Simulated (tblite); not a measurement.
# Geometry relaxation of CH₉NOSi₂

The run: geometry relaxation of CH₉NOSi₂, SMILES CN[SiH2]O[SiH3]. Method and program: GFN2-xTB geometry optimisation, gas phase (tblite 0.8.0).

It belongs to a series of runs on one base structure; here: constitutional isomer.

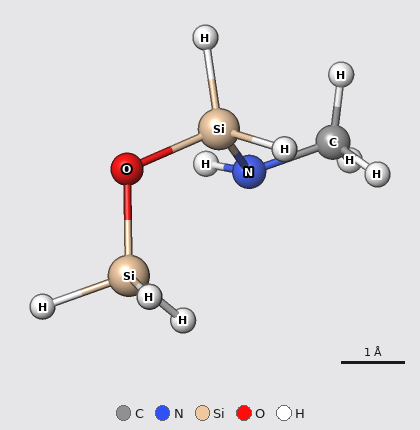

**Figure 1.** The input geometry (ball-and-stick view, seen at a tilt). Bond lengths as drawn: C–H 1.09 to 1.13 Å, C–N 1.46 Å, H–N 1.03 Å, H–Si 1.45 to 1.48 Å, N–Si 1.76 Å and O–Si 1.71 Å.

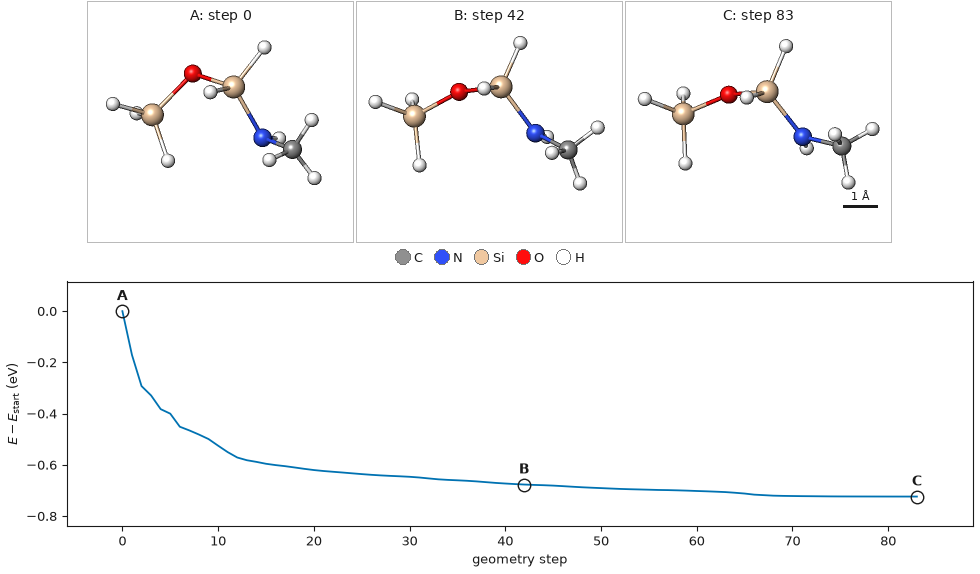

**Figure 2.** Frames of the relaxation (ball-and-stick view, seen at a tilt) above the curves, on which the letters mark them (steps are counted from 0).

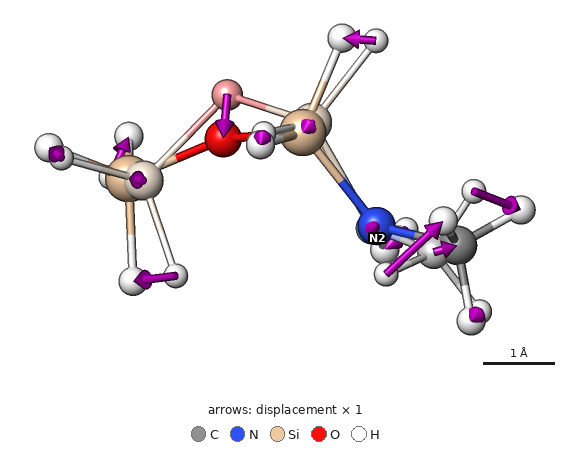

**Figure 3.** Start (faint) and end (solid) with the displacements as pink arrows, at true length (ball-and-stick view, seen at a tilt). The two geometries are laid on each other by the best rigid fit. The largest move after the best rigid fit is that of H8, 1.13 Å. By element the largest moves are H 1.13 Å, O 0.67 Å, C 0.35 Å, N 0.35 Å, Si 0.34 Å. Distances before and after: O4–Si5 1.713 → 1.614 Å, Si3–O4 1.714 → 1.621 Å, N2–Si3 1.758 → 1.714 Å, C1–H8 1.128 → 1.087 Å. Among the angles that change: Si3–O4–Si5 113.4° → 154.9°, C1–N2–Si3 110.1° → 123.7°, N2–Si3–O4 114.1° → 106.2°. Over 83 geometry steps the energy falls by 0.724 eV. The largest force component goes from 2.4 to 0.008 eV/Å. (Atoms are counted from 1 in the order of the input.)

The input and output of the run follow.

## Input file
```
{"job": {"kind": "relax", "xc": "GFN2-xTB", "basis": "xTB"}, "charge": 0, "multiplicity": 1}
C      2.194700    -0.351500     0.590200
N      0.892800    -0.709400     0.025100
Si     0.140400     0.704100    -0.700800
O     -1.472900     0.448700    -1.219400
Si    -2.515000    -0.082700     0.032400
H      2.750400    -1.235700     0.917700
H      2.790000     0.288500    -0.081900
H      1.973400     0.279900     1.498200
H      0.940500    -1.536900    -0.593700
H      0.091100     1.766800     0.320300
H      0.866900     1.169800    -1.902900
H     -3.539900    -0.952900    -0.584500
H     -1.873000    -0.851000     1.086600
H     -3.240100     1.061800     0.590600
```

The first line tells a small driver script what to run in tblite; the rest is the geometry in Å.

Run as:
```bash
OMP_NUM_THREADS=1 python <driver script> task.json out
```

## What the program printed
```
step      E/eV     max force
  0    -470.25870    2.664
  1    -470.42956    1.812
  2    -470.55108    0.917
  3    -470.58778    0.786
  4    -470.64109    0.463
  5    -470.65870    0.448
  6    -470.70972    0.524
  7    -470.72423    0.405
  8    -470.74029    0.339
  9    -470.75784    0.416
 10    -470.78372    0.553
 11    -470.80882    0.573
 12    -470.82983    0.412
 13    -470.84045    0.252
 14    -470.84688    0.244
 15    -470.85429    0.251
 16    -470.85943    0.177
 17    -470.86366    0.188
 18    -470.86876    0.202
 19    -470.87406    0.198
 20    -470.87877    0.171
 21    -470.88250    0.138
 22    -470.88551    0.138
 23    -470.88844    0.140
 24    -470.89157    0.176
 25    -470.89463    0.151
 26    -470.89738    0.127
 27    -470.89970    0.111
 28    -470.90157    0.082
 29    -470.90320    0.106
 30    -470.90508    0.132
 31    -470.90783    0.137
 32    -470.91149    0.188
 33    -470.91496    0.161
 34    -470.91719    0.105
 35    -470.91883    0.116
 36    -470.92066    0.147
 37    -470.92308    0.155
 38    -470.92607    0.146
 39    -470.92899    0.109
 40    -470.93136    0.127
 41    -470.93352    0.100
 42    -470.93533    0.096
 43    -470.93680    0.095
 44    -470.93795    0.106
 45    -470.93949    0.111
 46    -470.94158    0.114
 47    -470.94384    0.122
 48    -470.94596    0.120
 49    -470.94769    0.129
 50    -470.94926    0.124
 51    -470.95091    0.105
 52    -470.95244    0.149
 53    -470.95361    0.078
 54    -470.95454    0.125
 55    -470.95550    0.064
 56    -470.95651    0.067
 57    -470.95707    0.071
 58    -470.95800    0.071
 59    -470.95911    0.088
 60    -470.96052    0.089
 61    -470.96173    0.187
 62    -470.96319    0.123
 63    -470.96479    0.092
 64    -470.96740    0.096
 65    -470.97046    0.134
 66    -470.97474    0.154
 67    -470.97673    0.204
 68    -470.97875    0.093
 69    -470.97961    0.067
 70    -470.98015    0.046
 71    -470.98064    0.062
 72    -470.98093    0.035
 73    -470.98128    0.035
 74    -470.98162    0.030
 75    -470.98181    0.030
 76    -470.98190    0.024
 77    -470.98197    0.020
 78    -470.98204    0.019
 79    -470.98211    0.023
 80    -470.98218    0.021
 81    -470.98222    0.011
 82    -470.98224    0.011
 83    -470.98225    0.009
```

## Trajectory as extended XYZ (Å, eV, eV/Å), 8 of the 84 frames kept, from step=0 to step=83
```
14
Properties=species:S:1:pos:R:3:forces:R:3 step=0 energy=-470.25870
C     2.1947   -0.3515    0.5902   -0.4530   0.5090   0.8120
N     0.8928   -0.7094    0.0251    0.0070   0.4110  -0.8220
Si    0.1404    0.7041   -0.7008   -1.0530  -0.2310  -0.6290
O    -1.4729    0.4487   -1.2194    0.8410  -0.6490   2.4430
Si   -2.5150   -0.0827    0.0324   -0.1270   0.2140  -1.3960
H     2.7504   -1.2357    0.9177   -0.1090   0.2270  -0.2220
H     2.7900    0.2885   -0.0819    0.0390  -0.4630   0.1650
H     1.9734    0.2799    1.4982    0.3050  -0.6320  -0.7600
H     0.9405   -1.5369   -0.5937    0.0390   0.6640   0.5860
H     0.0911    1.7668    0.3203    0.0510  -0.2720  -0.1250
H     0.8669    1.1698   -1.9029   -0.3470  -0.1010   0.1390
H    -3.5399   -0.9529   -0.5845    0.3740   0.1820  -0.1460
H    -1.8730   -0.8510    1.0866    0.1760   0.0390   0.0160
H    -3.2401    1.0618    0.5906    0.2560   0.1010  -0.0610
14
Properties=species:S:1:pos:R:3:forces:R:3 step=12 energy=-470.82983
C     2.2402   -0.3546    0.6088    0.0870   0.1000   0.0720
N     0.9635   -0.5512   -0.0367    0.0900  -0.0600   0.0240
Si    0.1152    0.7715   -0.7184    0.1060   0.0730  -0.0600
O    -1.4053    0.2615   -0.9737    0.0830   0.0620   0.1340
Si   -2.5897   -0.1483    0.0582    0.0250  -0.0550   0.1020
H     2.6749   -1.3054    0.9157   -0.0120   0.0670  -0.0590
H     2.9526    0.1990   -0.0102    0.0940  -0.1950  -0.1580
H     2.0822    0.2582    1.4910   -0.0300   0.0250   0.2160
H     0.9026   -1.4406   -0.5065   -0.0140  -0.0200  -0.0440
H     0.1833    1.8077    0.3144   -0.0460   0.0080  -0.1180
H     0.5303    1.2106   -2.0525   -0.0530   0.0380   0.0400
H    -3.4563   -0.9185   -0.8286   -0.0380  -0.0300   0.1120
H    -2.0103   -0.9038    1.1953   -0.2790   0.1340  -0.2720
H    -3.1841    1.1133    0.5209   -0.0130  -0.1470   0.0130
14
Properties=species:S:1:pos:R:3:forces:R:3 step=24 energy=-470.89157
C     2.3164   -0.3677    0.6198    0.0020   0.0760   0.0030
N     1.0393   -0.4896   -0.0493    0.0390  -0.0130   0.0030
Si    0.1425    0.8118   -0.7248    0.0470  -0.0820   0.1060
O    -1.3777    0.2485   -0.8579    0.0060   0.0370  -0.0110
Si   -2.6536   -0.1628    0.0478   -0.0380   0.0430  -0.0630
H     2.6707   -1.3434    0.9562   -0.0650   0.0670  -0.0420
H     3.0851    0.0847   -0.0142    0.0440  -0.0530  -0.0660
H     2.1955    0.2720    1.4931    0.0050   0.0400   0.0190
H     0.9301   -1.3928   -0.4849   -0.0370   0.0130  -0.0500
H     0.2184    1.9060    0.2397    0.0080  -0.0060   0.0100
H     0.4207    1.2580   -2.0937    0.0380  -0.0690   0.0410
H    -3.4887   -0.9400   -0.8596   -0.0250   0.0320  -0.0630
H    -2.2383   -0.9649    1.1879    0.0500  -0.1040   0.1330
H    -3.2608    1.0797    0.5179   -0.0750   0.0200  -0.0190
14
Properties=species:S:1:pos:R:3:forces:R:3 step=36 energy=-470.92066
C     2.3714   -0.3597    0.5961   -0.0160   0.0030  -0.0170
N     1.0729   -0.4816   -0.0230   -0.0260  -0.0260   0.0000
Si    0.1524    0.8226   -0.6567   -0.0050  -0.0080  -0.0480
O    -1.3822    0.2904   -0.7330    0.0080   0.0320  -0.0190
Si   -2.7208   -0.1728    0.0486    0.0430  -0.0280   0.0480
H     2.6652   -1.3211    1.0196    0.0250   0.0600   0.0280
H     3.1529   -0.0304   -0.1001   -0.0210  -0.0340   0.0000
H     2.3009    0.3718    1.3988    0.0590   0.0260  -0.0060
H     0.9767   -1.3576   -0.5164   -0.0110  -0.0120   0.0190
H     0.2479    1.9509    0.2722    0.0250  -0.1010  -0.0570
H     0.4473    1.1638   -2.0580   -0.0610   0.0460   0.1260
H    -3.5076   -0.8844   -0.9502    0.0210  -0.0650  -0.0780
H    -2.3609   -1.0221    1.1873   -0.0290   0.0220  -0.0480
H    -3.4168    1.0298    0.4927   -0.0120   0.0850   0.0530
14
Properties=species:S:1:pos:R:3:forces:R:3 step=47 energy=-470.94384
C     2.4181   -0.3479    0.5593    0.0260   0.0040  -0.0040
N     1.0886   -0.5076    0.0225   -0.0410   0.0100  -0.0260
Si    0.1512    0.7999   -0.5823   -0.0100   0.0500  -0.1110
O    -1.4059    0.3480   -0.6250    0.0410  -0.0210   0.0640
Si   -2.7933   -0.1651    0.0294    0.0840  -0.0520  -0.0120
H     2.6933   -1.2322    1.1338    0.0240  -0.0350   0.0200
H     3.1728   -0.1888   -0.2190    0.0300   0.0010  -0.0030
H     2.4275    0.5103    1.2244    0.0170   0.0740   0.0050
H     1.0140   -1.3833   -0.4749   -0.1050  -0.0350   0.0180
H     0.3256    1.9193    0.3399   -0.0120  -0.0430   0.0230
H     0.3926    1.1629   -1.9864    0.0050   0.0200   0.0680
H    -3.4401   -0.8561   -1.0835   -0.0540   0.0030   0.0190
H    -2.5138   -1.0698    1.1477   -0.0150   0.0250  -0.0360
H    -3.5313    1.0100    0.4918    0.0100   0.0000  -0.0280
14
Properties=species:S:1:pos:R:3:forces:R:3 step=59 energy=-470.95911
C     2.4668   -0.3387    0.5055   -0.0220   0.0150  -0.0020
N     1.1081   -0.5021    0.0455    0.0330   0.0360   0.0110
Si    0.1601    0.8085   -0.5281   -0.0020  -0.0340   0.0600
O    -1.3917    0.3424   -0.5194    0.0200  -0.0280  -0.0140
Si   -2.8262   -0.1836    0.0007   -0.0410   0.0400  -0.0670
H     2.7225   -1.1186    1.2239   -0.0030  -0.0660  -0.0270
H     3.2031   -0.3527   -0.3064   -0.0320  -0.0450  -0.0220
H     2.5449    0.6212    1.0079    0.0190   0.0550   0.0050
H     0.9459   -1.4189   -0.3449    0.0020   0.0030   0.0180
H     0.3778    1.8782    0.4417   -0.0610   0.0440   0.0050
H     0.3669    1.2336   -1.9157    0.0050   0.0000  -0.0060
H    -3.4333   -0.8273   -1.1637    0.0140  -0.0060  -0.0070
H    -2.6531   -1.1276    1.1002    0.0450  -0.0330   0.0430
H    -3.5925    0.9852    0.4307    0.0240   0.0180   0.0030
14
Properties=species:S:1:pos:R:3:forces:R:3 step=71 energy=-470.98064
C     2.5051   -0.3483    0.4389    0.0070   0.0170   0.0110
N     1.0954   -0.4601    0.1604    0.0400   0.0470  -0.0040
Si    0.1410    0.8348   -0.4290   -0.0110   0.0070  -0.0230
O    -1.3604    0.2420   -0.5765    0.0060   0.0480  -0.0080
Si   -2.8213   -0.2009   -0.0576   -0.0380  -0.0230  -0.0100
H     2.7851   -1.0208    1.2527    0.0060  -0.0130  -0.0070
H     3.1288   -0.5792   -0.4321   -0.0100  -0.0030  -0.0060
H     2.7193    0.6731    0.7438    0.0050   0.0020   0.0060
H     0.8356   -1.3966   -0.1084   -0.0200  -0.0510  -0.0010
H     0.2044    1.8968    0.5744   -0.0260  -0.0080   0.0100
H     0.4170    1.3374   -1.7797    0.0210  -0.0170  -0.0020
H    -3.4465   -0.8303   -1.2190    0.0190   0.0030  -0.0120
H    -2.6592   -1.1461    1.0453   -0.0190  -0.0080   0.0360
H    -3.5449    0.9980    0.3645    0.0220  -0.0010   0.0110
14
Properties=species:S:1:pos:R:3:forces:R:3 step=83 energy=-470.98225
C     2.5056   -0.3480    0.4349   -0.0010   0.0000   0.0000
N     1.0941   -0.4561    0.1640   -0.0010  -0.0020   0.0010
Si    0.1387    0.8366   -0.4295    0.0000  -0.0020   0.0040
O    -1.3650    0.2527   -0.5894   -0.0010  -0.0020   0.0040
Si   -2.8194   -0.2029   -0.0589    0.0070   0.0010   0.0020
H     2.7892   -1.0251    1.2436    0.0030  -0.0020  -0.0030
H     3.1221   -0.5789   -0.4413   -0.0030   0.0060  -0.0030
H     2.7240    0.6720    0.7419    0.0040  -0.0010   0.0020
H     0.8271   -1.3956   -0.0908   -0.0030  -0.0060   0.0050
H     0.1756    1.8925    0.5813    0.0020   0.0080  -0.0030
H     0.4391    1.3317   -1.7773    0.0010   0.0010  -0.0010
H    -3.4371   -0.8338   -1.2226   -0.0010  -0.0010  -0.0050
H    -2.6606   -1.1435    1.0509   -0.0020   0.0040  -0.0040
H    -3.5343    0.9980    0.3712   -0.0040  -0.0040   0.0000
```

## Summary

| quantity | value |
| --- | --- |
| outcome | converged |
| total energy | −470.9822 eV |
| hardware | 1 CPU thread, shared host |
| peak memory | 0.18 GiB |
